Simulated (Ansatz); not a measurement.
**LaFeP, from a guessed structure to a relaxed one**

Starting from a made-up structure for LaFeP, the aim is the relaxed cell, its shortest contacts and, where a second run follows, its electronic structure.

Program: Ansatz 0.2.0. Level of theory: DFT, PBEsol, plane-wave PAW, files of the set soft_1, scalar-relativistic, ferromagnetic start, cell and ions relaxed at zero pressure; PAW set soft_1, in the first sound run; inputs show where later runs differ. Results are calculated unless marked as measured.

## 1. The structure

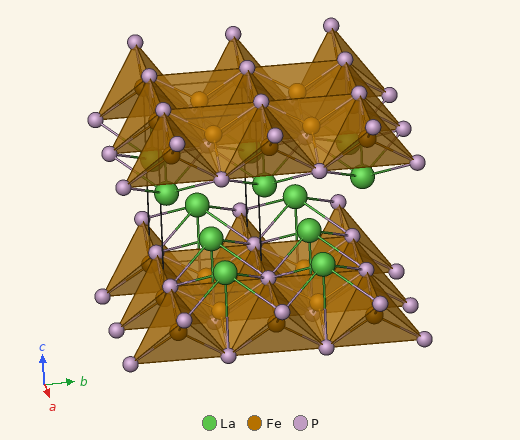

The starting structure, seen slightly off an axis (lanthanum green, iron orange, phosphorus pink). 2×2×1 cells are drawn. Some periodic images of atoms are drawn too.

## 2. Relaxing cell and atoms

The guess takes its coordinates from another compound and its volume from a rule, so the cell and any free coordinates are relaxed together.

Input file input.yaml:

```yaml
crystal:
  lattice:
    - [3.91, 0.0, 0.0]
    - [0.0, 3.91, 0.0]
    - [0.0, 0.0, 7.444]
  atoms:
    - { symbol: La, position: [0.0, 0.5, 0.3112] }
    - { symbol: La, position: [0.5, 0.0, 0.6888] }
    - { symbol: Fe, position: [0.5, 0.5, 0.0], spin: 3.0 }
    - { symbol: Fe, position: [0.0, 0.0, 0.0], spin: 3.0 }
    - { symbol: P, position: [0.0, 0.5, 0.8399] }
    - { symbol: P, position: [0.5, 0.0, 0.1601] }
magnetization:
  spin_polarized: true
kpoints:
  mp_grid: { grid: [7, 7, 4] }
scf:
  occupations: { method: fermi_dirac, width: 0.05 }
hamiltonian:
  xc: pbesol
  pseudopotentials: { kind: paw, azcp: { folder: soft_1 }, xc_functional: pbe }
relax:
  f_tol: 0.015
  max_steps: 70
  cell: {}
output:
  forces: true
  stress: true
```

Launch:

```bash
ansatz run input.yaml --threads 4 --pin off --max-ram 10240MiB --backend cpu --events-out ev --progress --plain --runs-dir out
```

Numbers of over 12 decimals in the logs are rounded to 6 here.

What it wrote:

```text
Engine: ansatz 0.2.0, aarch64-unknown-linux-gnu
Pseudopotentials: kind: paw
Pseudopotential: La, paw, valence charge 11, recommended cutoff 420 eV (normal), soft_1/La.paw.azcp
Pseudopotential: Fe, paw, valence charge 16, recommended cutoff 420 eV (normal), soft_1/Fe.paw.azcp
Pseudopotential: P, paw, valence charge 5, recommended cutoff 420 eV (normal), soft_1/P.paw.azcp
Functional definition: PBEsol
  exchange = pbesol_x
  correlation = pbesol_c
Crystal: 6 atoms, lattice volume = 113.805 Å³
Basis set: ecut = 420 eV, 2265 PW (Γ), exchange–correlation on 54×54×100 points (8 copies of the dense FFT grid, shifted against one another)
Bands: 42, of which v1, the nominal top of the filled ones, is band 32 counted from 1 (31 counted from 0)
Symmetry: 16 space group operations
Space group: P4/nmm (ITA 129), of the structure as read, at distance tolerance 4.8e-5 Å
Magnetic group: BNS 129.411 (UNI 1071), of the structure as read, at distance tolerance 4.8e-5 Å
k-points: 30 of 196
Non-local potential: La, projectors of the file, l = 0: 3, l = 1: 2, l = 2: 2, l = 3: 3
Non-local potential: Fe, projectors of the file, l = 0: 3, l = 1: 2, l = 2: 3, l = 3: 1
Non-local potential: P, projectors of the file, l = 0: 2, l = 1: 2, l = 2: 1
PAW form: soft (Blöchl's): semilocal exchange-correlation on the pseudo side does not see the compensation charge
PAW frozen core: La, regenerated for the run's functional, and the local potential with it (the file was generated under x = pbe(κ = 0.804, μ = 0.219515), c = pbe(β = 0.066725))
PAW frozen core: Fe, regenerated for the run's functional, and the local potential with it (the file was generated under x = pbe(κ = 0.804, μ = 0.219515), c = pbe(β = 0.066725))
PAW frozen core: P, regenerated for the run's functional, and the local potential with it (the file was generated under x = pbe(κ = 0.804, μ = 0.219515), c = pbe(β = 0.066725))
PAW one-centre angular grid: La, 590 points (default); XC on 64 Gauss nodes
PAW one-centre angular grid: Fe, 590 points (default); XC on 64 Gauss nodes
PAW one-centre angular grid: P, 110 points (default); XC on 64 Gauss nodes
Initial density: superposition of atomic densities (chi_scale 0.1, normalization cell, long waves kept (reshape's long-wave potential 0.20 eV rms))
Starting moments: Σ|m| = 6 μB on 2 of 6 sites
Initial wavefunctions: pseudopotential atomic-orbital guess
Functional: x = pbesol(κ = 0.804, μ = 0.123457), c = pbesol(β = 0.046)
SCF iter   1: F=—  HF=-22709.916459 eV  |F-HF|=—  |Δ(HF+E_count)|=         —  Δρ=9.22e-2 (↑9.22e-2 ↓5.42e-2)  dr2=4.63e1  dr2_m=4.52e-1  M=4.690 μB ∫|m|=5.349 μB  β_m=0.30  ethr=3.10e-3  ⟨swp⟩=6.7  Hψ=10493  notcnv=0
Mixer restart at iter 1: flushing history
preconditioner: auto → Kerker (q_TF=auto, 2.479 Å⁻¹)  [metal: Δε(μ)=0.001 eV  Ē_g=8.467 eV  σ=0.050 eV  W_gap=0.00  n_scr=36 (ndim 8)  ℏωp=23.1 eV  f_vac=0.000  D(μ)=7.64/eV (n_scr^D=76)]
spin=Collinear: Kerker preconditioning applied to the charge; magnetization (m = ρ↑ − ρ↓) channel mixes plain (no charge-response kernel on spin).
SCF iter   2: F=—  HF=-22702.565623 eV  |F-HF|=—  |Δ(HF+E_count)|=    7.35e0  Δρ=1.72e-2 (↑1.72e-2 ↓1.39e-2)  dr2=4.13e0  dr2_m=3.03e-2  M=4.875 μB ∫|m|=5.710 μB  β_m=0.30  ethr=3.10e-3  ⟨swp⟩=6.3  Hψ=8979  notcnv=0  defer=55
SCF iter   3: F=—  HF=-22703.138496 eV  |F-HF|=—  |Δ(HF+E_count)|=   5.73e-1  Δρ=1.43e-2 (↑1.17e-2 ↓1.43e-2)  dr2=1.16e0  dr2_m=7.88e-2  M=4.334 μB ∫|m|=5.649 μB  β_m=0.46  ethr=3.10e-3  ⟨swp⟩=3.4  Hψ=4371  notcnv=0  defer=89
SCF iter   4: F=—  HF=-22704.840658 eV  |F-HF|=—  |Δ(HF+E_count)|=    1.70e0  Δρ=2.22e-2 (↑7.88e-3 ↓2.22e-2)  dr2=6.64e-1  dr2_m=2.10e-1  M=3.675 μB ∫|m|=5.253 μB  β_m=0.49  ethr=1.81e-3  ⟨swp⟩=3.2  Hψ=4219  notcnv=0  defer=103
SCF iter   5: F=—  HF=-22705.812804 eV  |F-HF|=—  |Δ(HF+E_count)|=   9.72e-1  Δρ=1.69e-2 (↑1.69e-2 ↓1.17e-2)  dr2=1.24e-1  dr2_m=2.00e-1  M=3.215 μB ∫|m|=4.509 μB  β_m=0.30  ethr=1.04e-3  ⟨swp⟩=4.8  Hψ=4975  notcnv=0  defer=118
SCF iter   6: F=—  HF=-22707.698349 eV  |F-HF|=—  |Δ(HF+E_count)|=         —  Δρ=8.87e-2 (↑8.87e-2 ↓7.02e-2)  dr2=4.26e-1  dr2_m=6.46e0  M=0.076 μB ∫|m|=1.457 μB  β_m=1.00  ethr=1.94e-4  ⟨swp⟩=5.5  Hψ=4983  notcnv=0  defer=122
Mixer restart at iter 6: flushing history
SCF iter   7: F=—  HF=-22706.854840 eV  |F-HF|=—  |Δ(HF+E_count)|=   8.44e-1  Δρ=4.14e-2 (↑9.88e-3 ↓4.14e-2)  dr2=2.96e0  dr2_m=2.65e-1  M=-0.006 μB ∫|m|=0.541 μB  β_m=0.67  ethr=7.81e-5  ⟨swp⟩=5.9  Hψ=7461  notcnv=0  defer=120
SCF iter   8: F=—  HF=-22706.990736 eV  |F-HF|=—  |Δ(HF+E_count)|=   1.36e-1  Δρ=4.53e-2 (↑4.53e-2 ↓3.31e-2)  dr2=5.66e0  dr2_m=3.96e-2  M=-0.016 μB ∫|m|=0.537 μB  β_m=0.44  ethr=7.81e-5  ⟨swp⟩=8.4  Hψ=10369  notcnv=0  defer=70
SCF iter   9: F=—  HF=-22706.856503 eV  |F-HF|=—  |Δ(HF+E_count)|=   1.34e-1  Δρ=1.21e-2 (↑1.21e-2 ↓4.60e-3)  dr2=5.84e-2  dr2_m=6.87e-2  M=-0.022 μB ∫|m|=0.367 μB  β_m=0.63  ethr=7.81e-5  ⟨swp⟩=6.3  Hψ=8389  notcnv=0  defer=87
SCF iter  10: F=—  HF=-22706.823219 eV  |F-HF|=—  |Δ(HF+E_count)|=   3.33e-2  Δρ=2.63e-3 (↑2.63e-3 ↓1.53e-3)  dr2=1.99e-2  dr2_m=6.24e-4  M=-0.019 μB ∫|m|=0.090 μB  β_m=0.60  ethr=7.81e-5  ⟨swp⟩=5.3  Hψ=5929  notcnv=0  defer=79
SCF iter  11: F=—  HF=-22706.825767 eV  |F-HF|=—  |Δ(HF+E_count)|=   2.55e-3  Δρ=2.58e-3 (↑1.79e-3 ↓2.58e-3)  dr2=2.35e-2  dr2_m=2.12e-4  M=-0.016 μB ∫|m|=0.040 μB  β_m=0.80  ethr=3.12e-5  ⟨swp⟩=3.2  Hψ=3520  notcnv=0  defer=79
SCF iter  12: F=—  HF=-22706.834672 eV  |F-HF|=—  |Δ(HF+E_count)|=   8.91e-3  Δρ=1.19e-3 (↑8.95e-4 ↓1.19e-3)  dr2=6.91e-3  dr2_m=3.22e-5  M=-0.011 μB ∫|m|=0.029 μB  β_m=0.90  ethr=3.12e-5  ⟨swp⟩=3.5  Hψ=3977  notcnv=0  defer=79
SCF iter  13: F=—  HF=-22706.835440 eV  |F-HF|=—  |Δ(HF+E_count)|=   7.68e-4  Δρ=6.90e-4 (↑4.69e-4 ↓6.90e-4)  dr2=2.06e-3  dr2_m=1.93e-5  M=-0.008 μB ∫|m|=0.020 μB  β_m=0.83  ethr=1.08e-5  ⟨swp⟩=1.9  Hψ=2792  notcnv=0  defer=78
SCF iter  14: F=—  HF=-22706.835705 eV  |F-HF|=—  |Δ(HF+E_count)|=   2.65e-4  Δρ=9.16e-5 (↑6.73e-5 ↓9.16e-5)  dr2=3.01e-5  dr2_m=1.84e-6  M=-0.004 μB ∫|m|=0.011 μB  β_m=0.92  ethr=3.21e-6  ⟨swp⟩=2.3  Hψ=3633  notcnv=0  defer=78
SCF iter  15: F=—  HF=-22706.835711 eV  |F-HF|=—  |Δ(HF+E_count)|=   5.13e-6  Δρ=2.37e-5 (↑2.11e-5 ↓2.37e-5)  dr2=1.32e-6  dr2_m=3.73e-7  M=-0.002 μB ∫|m|=0.007 μB  β_m=0.96  ethr=4.70e-8  ⟨swp⟩=2.1  Hψ=4117  notcnv=0  defer=78
SCF iter  16: F=—  HF=-22706.835714 eV  |F-HF|=—  |Δ(HF+E_count)|=   3.17e-6  Δρ=1.80e-5 (↑8.74e-6 ↓1.80e-5)  dr2=3.01e-7  dr2_m=1.59e-7  M=-0.001 μB ∫|m|=0.004 μB  β_m=0.98  ethr=2.06e-9  ⟨swp⟩=2.9  Hψ=4652  notcnv=0  defer=78
[...]
relax step   8: F+E_penalty+E_count = -22707.06296780 eV  Δ(F+E_penalty+E_count) = -6.030e-3 eV  max|allowed force component| = 4.175e-3 eV/Å  Δτ_max = 0.0000 Å  P = +0.090 GPa  Ω = 117.297 Å³  stress off target by 2.66e-1 GPa  SCF on the basis re-selected at this cell (its energy is not comparable with the rows above)  (11 SCF iters)
relax step   9: F+E_penalty+E_count = -22707.06371843 eV  Δ(F+E_penalty+E_count) = -7.506e-4 eV  max|allowed force component| = 7.406e-3 eV/Å  Δτ_max = 0.0082 Å  P = -0.026 GPa  Ω = 117.934 Å³  energy of the carried Pulay correction = -1.651e-4 eV  (8 SCF iters, dr2 threshold 1.77e-7 eV, accepted)
relax step  10: F+E_penalty+E_count = -22707.06366150 eV  Δ(F+E_penalty+E_count) = +5.693e-5 eV  max|allowed force component| = 2.252e-2 eV/Å  Δτ_max = 0.0066 Å  P = +0.105 GPa  Ω = 118.126 Å³  energy of the carried Pulay correction = -2.171e-4 eV  (11 SCF iters, rejected (line search))
relax step  11: F+E_penalty+E_count = -22707.06375096 eV  Δ(F+E_penalty+E_count) = -3.253e-5 eV  max|allowed force component| = 4.032e-3 eV/Å  Δτ_max = 0.0018 Å  P = -0.001 GPa  Ω = 118.021 Å³  energy of the carried Pulay correction = -1.885e-4 eV  (11 SCF iters, accepted)
iter 1 solved again at ethr=4.08e-6 eV; its pass at ethr=3.10e-3 eV (dr2=2.61e-3 eV) is discarded
SCF iter   1: F=—  HF=-22707.063916 eV  |F-HF|=—  |Δ(HF+E_count)|=         —  Δρ=7.84e-6 (↑7.83e-6 ↓7.84e-6)  dr2=9.48e-8  dr2_m=5.45e-14  M=-0.000 μB ∫|m|=0.000 μB  β_m=0.65  ethr=4.08e-6  ⟨swp⟩=3.2  Hψ=17252  notcnv=0
eigensolver tolerance schedule: the retry pair's looser diagonalisation over-reported the residual by 27534.52 of it (diagonalisation noise at an unbounded share of the residual, at the tolerance the schedule requests for it); recorded, not acted on — ethr = c·dr2/N_el stays at c = 1.0e-1
preconditioner: auto → Kerker (q_TF=auto, 2.174 Å⁻¹)  [metal: Δε(μ)=0.021 eV  Ē_g=8.574 eV  σ=0.050 eV  W_gap=0.10  n_scr=16 (ndim 8)  ℏωp=22.7 eV  f_vac=0.000  D(μ)=1.43/eV (n_scr^D=2)]
spin=Collinear: Kerker preconditioning applied to the charge; magnetization (m = ρ↑ − ρ↓) channel mixes plain (no charge-response kernel on spin).
SCF iter   2: F=—  HF=-22707.063928 eV  |F-HF|=—  |Δ(HF+E_count)|=   1.24e-5  Δρ=3.18e-6 (↑3.18e-6 ↓3.18e-6)  dr2=7.39e-8  dr2_m=2.20e-14  M=-0.000 μB ∫|m|=0.000 μB  β_m=0.48  ethr=1.48e-10  ⟨swp⟩=3.8  Hψ=6812  notcnv=0
SCF iter   3: F=—  HF=-22707.063928 eV  |F-HF|=—  |Δ(HF+E_count)|=   7.10e-9  Δρ=2.11e-6 (↑2.11e-6 ↓2.11e-6)  dr2=3.23e-8  dr2_m=1.56e-14  M=-0.000 μB ∫|m|=0.000 μB  β_m=0.74  ethr=1.15e-10  ⟨swp⟩=1.0  Hψ=2520  notcnv=0
SCF iter   4: F=—  HF=-22707.063928 eV  |F-HF|=—  |Δ(HF+E_count)|=   6.69e-9  Δρ=2.21e-6 (↑2.21e-6 ↓2.21e-6)  dr2=2.10e-8  dr2_m=4.37e-15  M=0.000 μB ∫|m|=0.000 μB  β_m=0.51  ethr=5.05e-11  ⟨swp⟩=2.0  Hψ=3348  notcnv=0
SCF iter   5: F=—  HF=-22707.063928 eV  |F-HF|=—  |Δ(HF+E_count)|=   1.30e-8  Δρ=5.79e-7 (↑5.79e-7 ↓5.76e-7)  dr2=1.74e-9  dr2_m=4.99e-15  M=0.000 μB ∫|m|=0.000 μB  β_m=0.76  ethr=3.28e-11  ⟨swp⟩=2.0  Hψ=3264  notcnv=0
SCF iter   6: F=—  HF=-22707.063928 eV  |F-HF|=—  |Δ(HF+E_count)|=   1.28e-9  Δρ=6.78e-7 (↑6.78e-7 ↓6.75e-7)  dr2=4.31e-9  dr2_m=2.48e-15  M=-0.000 μB ∫|m|=0.000 μB  β_m=0.76  ethr=2.73e-12  ⟨swp⟩=2.0  Hψ=3280  notcnv=0
SCF iter   7: F=—  HF=-22707.063928 eV  |F-HF|=—  |Δ(HF+E_count)|=   7.88e-9  Δρ=2.07e-7 (↑2.07e-7 ↓2.06e-7)  dr2=6.12e-10  dr2_m=1.06e-15  M=-0.000 μB ∫|m|=0.000 μB  β_m=0.88  ethr=2.73e-12  ⟨swp⟩=3.5  Hψ=4615  notcnv=0
SCF iter   8: F=—  HF=-22707.063928 eV  |F-HF|=—  |Δ(HF+E_count)|=   1.94e-9  Δρ=4.35e-8 (↑4.35e-8 ↓4.35e-8)  dr2=8.42e-12  dr2_m=9.02e-17  M=0.000 μB ∫|m|=0.000 μB  β_m=0.94  ethr=1.00e-12  ⟨swp⟩=3.0  Hψ=4094  notcnv=0
SCF iter   9: F=-22707.063928 eV  HF=-22707.063928 eV  |F-HF|=1.82e-11  |Δ(HF+E_count)|=  7.28e-12  Δρ=3.86e-8 (↑3.84e-8 ↓3.86e-8)  dr2=1.66e-11  dr2_m=1.34e-17  M=0.000 μB ∫|m|=0.000 μB  ethr=1.00e-12  ⟨swp⟩=3.0  Hψ=8373  notcnv=0
the starting moments were not kept: the SCF closed with an absolute magnetisation of 1.3e-8 μB, where they sum to 6 μB in size (2 sites). That is at most 0.1 of that sum. Measured as dr2_m measures the in/out step, that magnetisation stands 3.0e-17 eV from none, at or under the dr2_threshold of 6.0e-11 eV: it is no larger than a step whose dr2_m would equal this threshold.
SCF 12 converged in 9 iterations: F = -22707.063928 eV  dr2 = 1.66e-11
relax step  12: F+E_penalty+E_count = -22707.06392818 eV  Δ(F+E_penalty+E_count) = -1.772e-4 eV  max|allowed force component| = 4.100e-3 eV/Å  Δτ_max = 0.0000 Å  P = -0.003 GPa  Ω = 118.021 Å³  stress off target by 1.58e-2 GPa  SCF on the basis re-selected at this cell (its energy is not comparable with the rows above)  (9 SCF iters)
basis re-selected at this cell: Δ(F+E_penalty+E_count) = -1.772e-4 eV, ΔP = -0.002 GPa vs the last step (what re-selecting the basis moved, of the pressure what is left beyond the Pulay correction that the steps carried, after the strain that the cell walked since its last selection, with what the two solves' SCF thresholds leave and, on support functions, any second-order correction that the steps lacked; it is no m [...]
SCF converged after 9 iterations
Magnetization: 0.0000 μB (32.0000 up, 32.0000 down)
Absolute magnetization: 0.0000 μB (∫|ρ↑−ρ↓|, with the PAW one-centre terms)
Spin contamination: 0.0000 ħ² per cell (⟨S²⟩ above its minimum at these occupations)
Per-site moments (μB) at R_I (Å): [(-4.145363879474736e-10, 1.224918), (-4.145359973437979e-10, 1.224918), (2.795281193756162e-9, 0.910231), (2.7952808275259637e-9, 0.910231), (-3.8032949862729294e-11, 0.910231), (-3.803304958827909e-11, 0.910231)]
Free energy (F): -22707.063928 eV
Harris-Foulkes:  -22707.063928 eV  (|F-HF|=1.82e-11)
Internal energy: -22707.051622 eV  (E = F + TS)
E sigma→0 (E₀):  -22707.057775 eV
Entropy (-TS):   -0.012306 eV (-2.051 meV/atom)
Fermi energy:    13.005591 eV
--- Per-component energies (eV) ---
  E_band       = -583.532097
  E_kinetic    = 1196.319472
  E_local      = -10851.280296  (includes V_loc(G=0)·N_el)
  E_nonlocal   = 819.783063
  E_hartree    = 4886.266869
  E_xc         = -657.981777
  E_vxc        = -708.473915  (∫ρ·V_xc dr)
  E_paw        = -14444.655972  (= ΣΔE_a)
  E_vpaw       = -812.411693  (= ΣTr[D̂ρ^β])
  E_aug_tail   = -0.001928  (compensation charges beyond the density's cutoff)
  E_ewald      = -3656.289721
  E_core_change = 0.788669  (= ΣΔE_core)
  E_smearing   = -0.012306  (= −TS)
  E_closure    = -0.000000  (closes the sum)
  Σ components = -22707.063928   (vs F -22707.063928, Δ=0.00e0)
--- Forces (eV/Å), atoms counted from 1 ---
  atom   1  La    -0.00000000     0.00000000    -0.00409959
  atom   2  La     0.00000000    -0.00000000     0.00409959
  atom   3  Fe     0.00000000     0.00000000    -0.00000000
  atom   4  Fe    -0.00000000    -0.00000000     0.00000000
  atom   5  P      0.00000000     0.00000000    -0.00063488
  atom   6  P     -0.00000000    -0.00000000     0.00063488
  max |Σ_I F_I| component: 4.16e-17 eV/Å
--- Stress (GPa, compression-positive) ---
       -0.011973       0.000000      -0.000000
        0.000000      -0.011973       0.000000
       -0.000000       0.000000       0.015788
  P = ⅓ Tr σ = -0.0027 GPa (-0.027 kbar)
--- Relaxed structure (10 steps of the walk, 9 accepted, 2 SCFs on fresh bases) ---
  F+E_penalty+E_count = -22707.06392818 eV   max|allowed force component| = 4.100e-3 eV/Å   (the final SCF, on the basis selected at the relaxed cell)
  cell:  # Å, volume = 118.0212 Å³
    - [3.785457, 0, 0]
    - [0, 3.785457, 0]
    - [0, 0, 8.236133]
  atoms:
    - { symbol: La, position: [0, 0.500000, 0.293836] }
    - { symbol: La, position: [0.500000, 0, 0.706164] }
    - { symbol: Fe, position: [0.500000, 0.500000, 0] }
    - { symbol: Fe, position: [0, 0, 0] }
    - { symbol: P, position: [0, 0.500000, 0.862271] }
    - { symbol: P, position: [0.500000, 0, 0.137729] }
```

The job ended after 87 s (4 threads of Arm Neoverse V1, shared host; peak memory 0.63 GiB).

The steps of the relaxation:

```
step  energy less that of the first step (eV)  largest force component (eV/Å)  pressure (GPa)  volume (Å³)
   1                                   0.0000                          0.8057           -5.20       113.80
   2                                  -0.0482                          0.8531            0.72       114.91
   3                                  -0.1618                          0.1571            1.03       111.48
   4                                  -0.2102                          0.0253            0.03       114.99
   5                                  -0.2199                          0.0321            0.34       116.19
   6                                  -0.2211                          0.0121           -0.03       117.48
   7                                  -0.2212                          0.0030           -0.01       117.30
  8*                                  -0.2273                          0.0042            0.09       117.30
   9                                  -0.2280                          0.0074           -0.03       117.93
  10                                  -0.2279                          0.0225            0.10       118.13
  11                                  -0.2280                          0.0040            0.00       118.02
 12*                                  -0.2282                          0.0041            0.00       118.02
```

Relaxation steps marked * repeat the geometry before them on a plane-wave basis chosen anew for their cell, so energy and pressure can jump there. Relaxation step 10 was tried and not accepted.

Forces are held to the 16 operations that the run works with; a distortion that breaks them can't arise in this run.

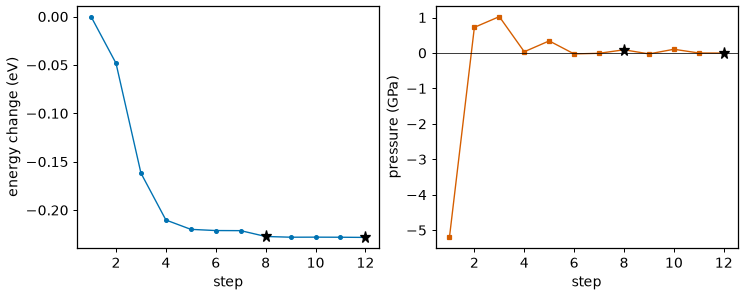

Energy and pressure along the relaxation. Stars mark steps on a basis chosen anew.

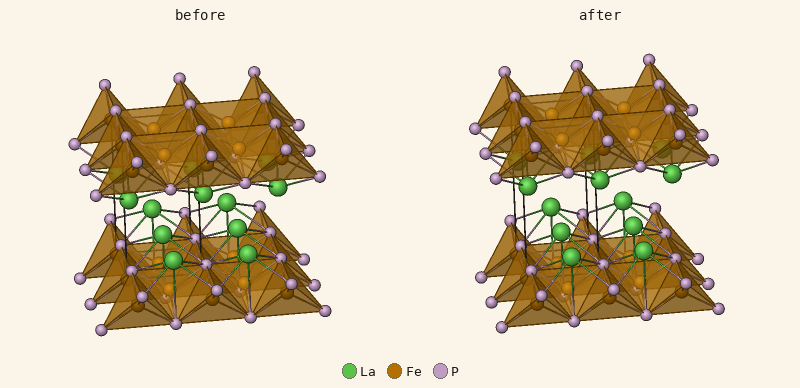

The structure before and after the relaxation, drawn at the same scale.

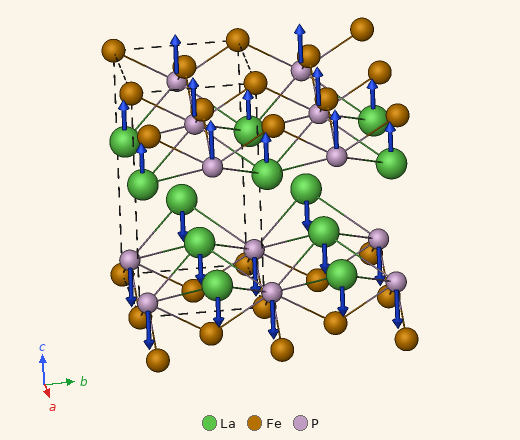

Displacements in the relaxation, exaggerated, measured against the changing cell; the longest in the cell stands for 0.18 Å. 2×2×1 cells are drawn. Some periodic images of atoms are drawn too.

```
conventional cell, symmetrised  before  after   change
                         a (Å)   3.910  3.785   -3.2 %
                         b (Å)   3.910  3.785   -3.2 %
                         c (Å)   7.444  8.236  +10.6 %
              volume (Å³/atom)   18.97  19.67   +3.7 %
```

The atoms that moved most (Å, as changes of fractional coordinates times the final cell):

```
atom     dx     dy      dz  length
  P6  0.000  0.000  -0.184   0.184
  P5  0.000  0.000   0.184   0.184
 La1  0.000  0.000  -0.143   0.143
 La2  0.000  0.000   0.143   0.143
```

Final coordinates:

```xyz
6
Lattice="3.7855 0.0000 0.0000 0.0000 3.7855 0.0000 0.0000 0.0000 8.2361" Properties=species:S:1:pos:R:3 pbc="T T T"
La    0.0000    1.8927    2.4201
La    1.8927    0.0000    5.8161
Fe    1.8927    1.8927    0.0000
Fe    0.0000    0.0000    0.0000
P     0.0000    1.8927    7.1018
P     1.8927    0.0000    1.1344
```

This step gave:

```yaml
free_energy: -22707.0639 eV
energy_at_zero_smearing: -22707.0578 eV
smearing_term_ts: 0.01231 eV
fermi_energy: 13.01 eV
electrons: 64
symmetry_operations: 16
pressure: -0.002719 GPa
```

The shortest distance of each pair, which need not be the same contact before and after:

```
 pair  guess (Å)  relaxed (Å)
 Fe–P      2.290        2.207
Fe–Fe      2.765        2.677
 La–P      2.985        2.969
Fe–La      3.031        3.072
  P–P      3.650        3.509
```

The relaxation ends with a largest force component of 0.0041 eV/Å and a pressure of 0.00 GPa. No moment survives the cycle: this start ends non-magnetic.

[end of part 1 of 2]

[Logs are printed without paths, hosts, clocks, repeated set-up lines and the standing remarks that a program may print on its own settings, such as how far it seeks lower states.]

[Hosts, paths, dates, database ids (printed as entryN), source tags and the programs' standing remarks are cut or masked in the printed files.]
